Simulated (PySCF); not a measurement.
H2Se2Te, SMILES [SeH][Te][SeH] at its CAM-B3LYP/def2-SVP optimised geometry (Å):

```
5

Te    -0.9684    -1.2312     0.0000
Se     1.5652    -1.2312     0.0000
H      1.7242    -1.1540    -1.4609
Se    -1.5652     1.2312     0.0000
H     -1.5291     1.4038     1.4609
```

Calculation: CAM-B3LYP/def2-TZVP, def2 effective core potentials past Kr (PySCF). The core electrons that the potentials of Te replace are not part of the density.

Map of the Laplacian of the electron density (e/bohr⁵), clipped to [-1.50, 1.50] on the plane z = 1.5 Å:

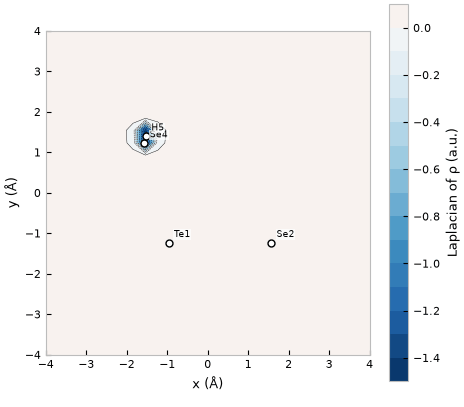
Figure: Laplacian of the electron density (e/bohr⁵), clipped to [-1.50, 1.50] on the plane z = 1.5 Å.
